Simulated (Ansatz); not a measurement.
The figure comes from a scan of WC (WC type, space group P-6m2): a phonon pattern at M = (0.5, 0.0, 0.0) is frozen into a 4-atom cell, Q being the largest atomic displacement. All values below come from PBE (plane waves to 420 eV, PAW, scalar-relativistic; Ansatz, a first-principles code). k mesh 9×18×16 (Γ-centred), Fermi-Dirac smearing 0.05 eV. With partly filled bands, energies and forces of such displacements shift with the k mesh and the smearing. Spin-orbit coupling is left out, though W is heavy. WC is run without spin polarisation. WC was relaxed with its symmetry unable to fall. 

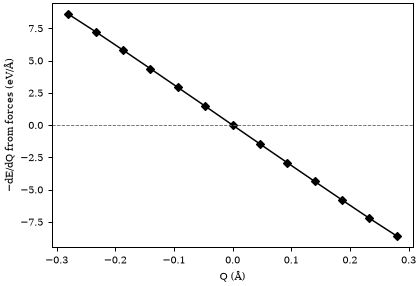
Figure: −dE/dQ from forces (eV/Å) against Q (Å); computed points joined by lines.

List the plotted points as numbers.

To the nearest 0.5:

```json
[
 {"Q (Å)": "-0.280", "−dE/dQ from forces (eV/Å)": "8.5"},
 {"Q (Å)": "-0.233", "−dE/dQ from forces (eV/Å)": "7.0"},
 {"Q (Å)": "-0.187", "−dE/dQ from forces (eV/Å)": "6.0"},
 {"Q (Å)": "-0.140", "−dE/dQ from forces (eV/Å)": "4.5"},
 {"Q (Å)": "-0.093", "−dE/dQ from forces (eV/Å)": "3.0"},
 {"Q (Å)": "-0.047", "−dE/dQ from forces (eV/Å)": "1.5"},
 {"Q (Å)": "0.000", "−dE/dQ from forces (eV/Å)": "0.0"},
 {"Q (Å)": "0.047", "−dE/dQ from forces (eV/Å)": "-1.5"},
 {"Q (Å)": "0.093", "−dE/dQ from forces (eV/Å)": "-3.0"},
 {"Q (Å)": "0.140", "−dE/dQ from forces (eV/Å)": "-4.5"},
 {"Q (Å)": "0.187", "−dE/dQ from forces (eV/Å)": "-6.0"},
 {"Q (Å)": "0.233", "−dE/dQ from forces (eV/Å)": "-7.0"},
 {"Q (Å)": "0.280", "−dE/dQ from forces (eV/Å)": "-8.5"}
]
```

(For displaced atoms, the force is minus the slope of the energy, and its curvature is a force constant, which sets phonon frequencies.)
